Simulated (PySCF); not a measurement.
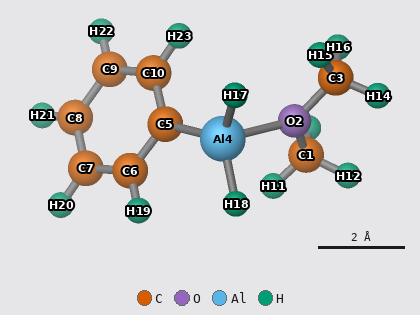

Figure 1. The input geometry (ball-and-stick view, seen at a tilt; atoms are numbered from 1 in the order of the input). Sticks mark near contacts. Bond lengths as drawn: Al–C 1.98 Å, Al–H 1.57 to 1.59 Å, Al–O 1.94 Å, C–C 1.38 to 1.42 Å, C–H 1.05 to 1.11 Å and C–O 1.42 to 1.43 Å.

Geometry relaxation, with input and output: C₈H₁₃AlO (part 1 of 2)

C₈H₁₃AlO, SMILES C[O+](C)[AlH2-][c]1ccccc1, computed with PBE0-D3(BJ)/def2-SVP geometry optimisation, gas phase (PySCF 2.14.0).

It belongs to a series of runs on one base structure; here: H on Al replaced by Ph.

## Log
```
step   0  E = -629.39543187  max force = 0.035238
step   1  E = -629.40617242  max force = 0.004163
step   2  E = -629.40673674  max force = 0.002730
step   3  E = -629.40674460  max force = 0.004745
step   4  E = -629.40705555  max force = 0.001115
step   5  E = -629.40712986  max force = 0.001026
step   6  E = -629.40719841  max force = 0.001245
step   7  E = -629.40721907  max force = 0.001755
step   8  E = -629.40728144  max force = 0.000686
step   9  E = -629.40732189  max force = 0.000772
step  10  E = -629.40735401  max force = 0.000848
step  11  E = -629.40737519  max force = 0.000759
step  12  E = -629.40738707  max force = 0.000455
step  13  E = -629.40739626  max force = 0.000276
optimisation converged
```

## Trajectory as extended XYZ (Å, eV, eV/Å), 14 frames, from step=0 to step=13
```
23
Properties=species:S:1:pos:R:3:forces:R:3 step=0 energy=-17126.72206
C    -2.1738   -1.0064   -0.1207   -1.5393   1.2261  -0.2430
O    -2.0494    0.3907   -0.3906   -0.5143  -0.5683   0.4751
C    -3.0457    1.2045    0.2070    0.8562  -0.0524   0.5854
Al   -0.4834    0.8679   -1.4329   -0.0093   0.4670   0.3385
C     1.0120    0.2317   -0.2956   -0.0340   0.4252   0.4289
C     1.8700   -0.6588   -0.9283    0.2615  -0.3718  -0.1042
C     3.0093   -1.1827   -0.3116   -0.9076   0.9530   0.5057
C     3.3206   -0.7960    0.9801   -1.3335   0.6055  -0.1586
C     2.4794    0.0960    1.6715    0.0181  -0.7910  -1.8120
C     1.3557    0.5967    1.0332   -0.0552  -0.2085  -0.8582
H    -1.3984   -1.4876   -0.6531    1.1284  -0.8458  -0.6007
H    -3.1546   -1.3409   -0.4815   -0.0780  -0.1613  -0.1581
H    -2.1304   -1.1747    0.9361    0.3131  -0.2475   1.0463
H    -4.0383    0.9568   -0.1522   -0.4712  -0.2295  -0.2903
H    -2.7847    2.2221   -0.0536   -0.0181   0.5215  -0.1878
H    -3.0060    1.1084    1.3109   -0.0385  -0.0896  -0.2090
H    -0.9099    2.3928   -1.5271    0.1602   0.3643  -0.0391
H    -0.8006   -0.0513   -2.6673    0.1465  -0.2927  -0.4213
H     1.6285   -0.9631   -1.9433    0.0687  -0.2108  -0.3448
H     3.6184   -1.8677   -0.8321    0.9467  -0.9794  -0.7310
H     4.1684   -1.1974    1.4635    1.2444  -0.5197   0.6776
H     2.7268    0.3681    2.6562    0.2976   0.5239   1.5624
H     0.7337    1.3144    1.5343   -0.4423   0.4817   0.5381
23
Properties=species:S:1:pos:R:3:forces:R:3 step=1 energy=-17127.01432
C    -2.2314   -1.0282   -0.0903   -0.0349   0.1069  -0.0409
O    -2.0522    0.3582   -0.3453    0.0392  -0.1488   0.0588
C    -2.9820    1.2126    0.2907    0.0208   0.0719   0.0273
Al   -0.4949    0.9219   -1.4536   -0.1315  -0.0197  -0.0487
C     1.0246    0.2118   -0.4038    0.1315   0.0899   0.0490
C     1.9214   -0.6958   -0.9968   -0.1675  -0.0056  -0.0048
C     3.0304   -1.1956   -0.3155    0.0514  -0.1152  -0.2079
C     3.2821   -0.7906    0.9903    0.0305  -0.1417   0.1380
C     2.4109    0.1039    1.6126    0.1386   0.0054   0.2141
C     1.3054    0.5966    0.9225   -0.0622   0.1170  -0.1162
H    -1.4513   -1.5643   -0.6510   -0.0731   0.0156   0.1407
H    -3.2270   -1.3440   -0.4367   -0.0271  -0.0214  -0.0714
H    -2.1455   -1.2228    0.9896    0.1230  -0.0554  -0.0004
H    -4.0043    0.9886   -0.0574    0.0339   0.0183   0.0224
H    -2.7069    2.2395    0.0221   -0.0418   0.0031  -0.0429
H    -2.9208    1.0950    1.3848   -0.0286  -0.0432   0.0081
H    -0.8469    2.4878   -1.4620    0.0726   0.0083   0.0466
H    -0.8133    0.0421   -2.7535    0.0503   0.0059  -0.1016
H     1.7407   -1.0315   -2.0227    0.0090  -0.0159  -0.0511
H     3.6933   -1.9100   -0.8168    0.0017   0.0706   0.0800
H     4.1459   -1.1926    1.5317   -0.0582   0.0867  -0.0293
H     2.6167    0.4123    2.6455   -0.0984   0.0301  -0.1209
H     0.6539    1.3267    1.4190    0.0209  -0.0628   0.0511
23
Properties=species:S:1:pos:R:3:forces:R:3 step=2 energy=-17127.02968
C    -2.2235   -1.0356   -0.0899   -0.0536   0.0593   0.0007
O    -2.0395    0.3495   -0.3434    0.0181  -0.1097   0.0189
C    -2.9502    1.2048    0.3209    0.0138   0.0552   0.0203
Al   -0.5013    0.9180   -1.4820   -0.0289   0.0565  -0.0261
C     1.0249    0.2198   -0.4366    0.0669  -0.0456  -0.0126
C     1.9169   -0.7015   -1.0159   -0.0108   0.0025   0.1167
C     3.0136   -1.2007   -0.3096   -0.0178  -0.0247  -0.0585
C     3.2424   -0.7936    1.0035    0.0610  -0.0259   0.0504
C     2.3775    0.1183    1.6105    0.0405  -0.0906  -0.1055
C     1.2922    0.6117    0.8894   -0.1404   0.1057  -0.0013
H    -1.4599   -1.5768   -0.6616    0.0124  -0.0157   0.0247
H    -3.2275   -1.3472   -0.4204    0.0147   0.0042  -0.0123
H    -2.1023   -1.2424    0.9849    0.0417  -0.0088  -0.0043
H    -3.9802    0.9859   -0.0032   -0.0066  -0.0010   0.0029
H    -2.6841    2.2333    0.0491   -0.0047  -0.0067  -0.0138
H    -2.8666    1.0751    1.4125   -0.0023  -0.0105  -0.0101
H    -0.7942    2.4949   -1.4382   -0.0284   0.0004   0.0086
H    -0.8187    0.0743   -2.8118    0.0211   0.0283  -0.0010
H     1.7500   -1.0435   -2.0437    0.0135   0.0060   0.0067
H     3.6906   -1.9134   -0.7893    0.0131   0.0015   0.0286
H     4.0987   -1.1872    1.5580    0.0073  -0.0007  -0.0090
H     2.5581    0.4416    2.6401   -0.0247   0.0068  -0.0294
H     0.6319    1.3364    1.3802   -0.0059   0.0136   0.0052
23
Properties=species:S:1:pos:R:3:forces:R:3 step=3 energy=-17127.02989
C    -2.1773   -1.0386   -0.0804   -0.0450   0.0077   0.0535
O    -2.0193    0.3468   -0.3412    0.0169  -0.0272  -0.0341
C    -2.9232    1.1960    0.3424   -0.0068  -0.0072   0.0055
Al   -0.5109    0.9424   -1.5087    0.0261   0.0332  -0.0497
C     1.0166    0.2390   -0.4681    0.0262  -0.0705  -0.0204
C     1.9089   -0.7013   -1.0158    0.0248  -0.0876  -0.1435
C     2.9913   -1.2235   -0.3019   -0.0978   0.1027   0.1199
C     3.2028   -0.8180    1.0159   -0.1628   0.1480  -0.1702
C     2.3309    0.1136    1.5825    0.0295   0.0626   0.2440
C     1.2599    0.6369    0.8587    0.1137  -0.1872  -0.0803
H    -1.4166   -1.5721   -0.6596    0.0535  -0.0185  -0.0585
H    -3.1818   -1.3695   -0.3920    0.0263   0.0165   0.0289
H    -2.0182   -1.2444    0.9899   -0.0305   0.0173   0.0018
H    -3.9579    0.9636    0.0454   -0.0242  -0.0132  -0.0064
H    -2.6793    2.2262    0.0569    0.0200  -0.0098   0.0084
H    -2.8133    1.0679    1.4317    0.0135   0.0160  -0.0093
H    -0.8041    2.5181   -1.4307   -0.0433  -0.0065   0.0046
H    -0.8217    0.1247   -2.8580   -0.0080   0.0339   0.0334
H     1.7557   -1.0446   -2.0458    0.0001   0.0140   0.0061
H     3.6694   -1.9429   -0.7668   -0.0138  -0.0313  -0.0470
H     4.0444   -1.2096    1.5914    0.0059  -0.0171   0.0267
H     2.4903    0.4452    2.6103    0.0440   0.0043   0.1009
H     0.6024    1.3654    1.3475    0.0314   0.0197  -0.0141
23
Properties=species:S:1:pos:R:3:forces:R:3 step=4 energy=-17127.03835
C    -2.1476   -1.0374   -0.0762    0.0000  -0.0081   0.0468
O    -2.0062    0.3484   -0.3408    0.0003  -0.0030  -0.0387
C    -2.9122    1.1911    0.3482   -0.0116  -0.0205  -0.0076
Al   -0.5117    0.9602   -1.5167    0.0076  -0.0003  -0.0332
C     1.0145    0.2401   -0.4831    0.0451  -0.0192   0.0109
C     1.9008   -0.7059   -1.0291    0.0066  -0.0300  -0.0263
C     2.9699   -1.2279   -0.2976   -0.0193   0.0199   0.0460
C     3.1766   -0.8202    1.0199   -0.0211   0.0573  -0.0316
C     2.3142    0.1150    1.5929   -0.0272  -0.0062  -0.0388
C     1.2561    0.6332    0.8461   -0.0197  -0.0030   0.0416
H    -1.3840   -1.5641   -0.6599    0.0215  -0.0026  -0.0326
H    -3.1502   -1.3793   -0.3792    0.0042   0.0068   0.0194
H    -1.9787   -1.2377    0.9937   -0.0269   0.0068   0.0030
H    -3.9478    0.9490    0.0605   -0.0075  -0.0084  -0.0013
H    -2.6779    2.2220    0.0578    0.0103  -0.0023   0.0091
H    -2.7911    1.0670    1.4365    0.0100   0.0133   0.0014
H    -0.8323    2.5306   -1.4355   -0.0032  -0.0078   0.0162
H    -0.8262    0.1472   -2.8653   -0.0063   0.0214   0.0020
H     1.7545   -1.0504   -2.0594    0.0012   0.0124   0.0062
H     3.6468   -1.9549   -0.7533   -0.0026  -0.0219  -0.0246
H     4.0130   -1.2210    1.5974    0.0134  -0.0249   0.0076
H     2.4690    0.4470    2.6223    0.0223  -0.0056   0.0355
H     0.5993    1.3695    1.3243    0.0031   0.0258  -0.0109
23
Properties=species:S:1:pos:R:3:forces:R:3 step=5 energy=-17127.04037
C    -2.1192   -1.0367   -0.0677    0.0528  -0.0273   0.0059
O    -1.9937    0.3479   -0.3454   -0.0524  -0.0152  -0.0055
C    -2.9074    1.1788    0.3475   -0.0002   0.0149  -0.0231
Al   -0.5086    0.9768   -1.5248    0.0142   0.0029   0.0001
C     1.0150    0.2529   -0.4885   -0.0192   0.0325  -0.0242
C     1.8899   -0.7033   -1.0348   -0.0136  -0.0079   0.0326
C     2.9468   -1.2388   -0.2971    0.0068   0.0065   0.0192
C     3.1528   -0.8290    1.0195    0.0349  -0.0168   0.0207
C     2.3019    0.1162    1.5924   -0.0346   0.0138  -0.0382
C     1.2523    0.6469    0.8420    0.0195  -0.0207  -0.0040
H    -1.3512   -1.5597   -0.6508   -0.0043  -0.0007  -0.0047
H    -3.1193   -1.3912   -0.3630   -0.0069   0.0004   0.0076
H    -1.9460   -1.2252    1.0035   -0.0127   0.0036   0.0009
H    -3.9416    0.9204    0.0680    0.0034  -0.0037   0.0024
H    -2.6889    2.2118    0.0525   -0.0015   0.0065   0.0084
H    -2.7758    1.0610    1.4352    0.0061   0.0081   0.0030
H    -0.8387    2.5439   -1.4284   -0.0031   0.0003   0.0128
H    -0.8213    0.1757   -2.8798   -0.0044   0.0120  -0.0043
H     1.7426   -1.0447   -2.0656   -0.0038   0.0087   0.0016
H     3.6136   -1.9784   -0.7487    0.0012  -0.0025  -0.0030
H     3.9804   -1.2442    1.6005    0.0041  -0.0086   0.0026
H     2.4603    0.4446    2.6233    0.0134  -0.0085   0.0042
H     0.6047    1.3959    1.3135    0.0003   0.0017  -0.0151
23
Properties=species:S:1:pos:R:3:forces:R:3 step=6 energy=-17127.04224
C    -2.0634   -1.0391   -0.0576    0.0442  -0.0147   0.0032
O    -1.9775    0.3460   -0.3492   -0.0471   0.0068  -0.0291
C    -2.8990    1.1628    0.3506   -0.0017  -0.0117  -0.0123
Al   -0.5125    1.0100   -1.5374    0.0289  -0.0079   0.0317
C     1.0121    0.2730   -0.5089   -0.0253   0.0434  -0.0204
C     1.8705   -0.7042   -1.0421   -0.0161   0.0012   0.0555
C     2.9063   -1.2593   -0.2892    0.0640  -0.0576  -0.0318
C     3.1141   -0.8493    1.0270   -0.0156  -0.0258  -0.0062
C     2.2790    0.1182    1.5853   -0.0145   0.0218   0.0019
C     1.2479    0.6670    0.8218    0.0287   0.0208   0.0137
H    -1.2875   -1.5479   -0.6441   -0.0234   0.0117   0.0149
H    -3.0575   -1.4213   -0.3374   -0.0126  -0.0051  -0.0020
H    -1.8757   -1.2121    1.0138    0.0022   0.0002  -0.0002
H    -3.9314    0.8777    0.0905    0.0082   0.0013   0.0057
H    -2.7081    2.1980    0.0445   -0.0025   0.0023  -0.0004
H    -2.7462    1.0587    1.4370   -0.0001   0.0037   0.0046
H    -0.8549    2.5713   -1.4040    0.0020   0.0047   0.0078
H    -0.8279    0.2379   -2.9073   -0.0034   0.0016  -0.0067
H     1.7255   -1.0461   -2.0728    0.0042  -0.0064  -0.0032
H     3.5569   -2.0194   -0.7317    0.0035   0.0093   0.0032
H     3.9251   -1.2850    1.6176   -0.0111   0.0110  -0.0110
H     2.4376    0.4477    2.6166   -0.0071   0.0000  -0.0205
H     0.6156    1.4369    1.2806   -0.0055  -0.0108   0.0016
23
Properties=species:S:1:pos:R:3:forces:R:3 step=7 energy=-17127.04280
C    -2.0186   -1.0385   -0.0467    0.0122   0.0015   0.0049
O    -1.9689    0.3452   -0.3543   -0.0352   0.0091  -0.0373
C    -2.9040    1.1471    0.3446    0.0043  -0.0147  -0.0001
Al   -0.5126    1.0414   -1.5388    0.0349  -0.0189   0.0393
C     1.0129    0.2924   -0.5188    0.0094   0.0075   0.0144
C     1.8530   -0.7067   -1.0410   -0.0223  -0.0368  -0.0902
C     2.8768   -1.2860   -0.2893   -0.0615   0.0746   0.0366
C     3.0825   -0.8696    1.0252    0.0831  -0.0780   0.0598
C     2.2701    0.1204    1.5788   -0.0028  -0.0145  -0.0422
C     1.2536    0.6881    0.8103    0.0205   0.0493   0.0208
H    -1.2318   -1.5346   -0.6292   -0.0193   0.0094   0.0152
H    -3.0042   -1.4485   -0.3180   -0.0055  -0.0024  -0.0051
H    -1.8248   -1.1938    1.0263    0.0128  -0.0023  -0.0007
H    -3.9313    0.8347    0.0962    0.0047   0.0023   0.0045
H    -2.7398    2.1838    0.0280   -0.0038  -0.0013  -0.0061
H    -2.7397    1.0586    1.4309   -0.0037  -0.0007   0.0024
H    -0.8642    2.5976   -1.3725    0.0060   0.0023   0.0066
H    -0.8273    0.2964   -2.9233   -0.0018  -0.0031  -0.0067
H     1.7025   -1.0482   -2.0709   -0.0036  -0.0109  -0.0186
H     3.5115   -2.0623   -0.7271   -0.0093   0.0253   0.0160
H     3.8800   -1.3209    1.6220    0.0005   0.0138   0.0053
H     2.4359    0.4500    2.6091   -0.0101  -0.0032  -0.0297
H     0.6376    1.4751    1.2619   -0.0096  -0.0083   0.0107
```
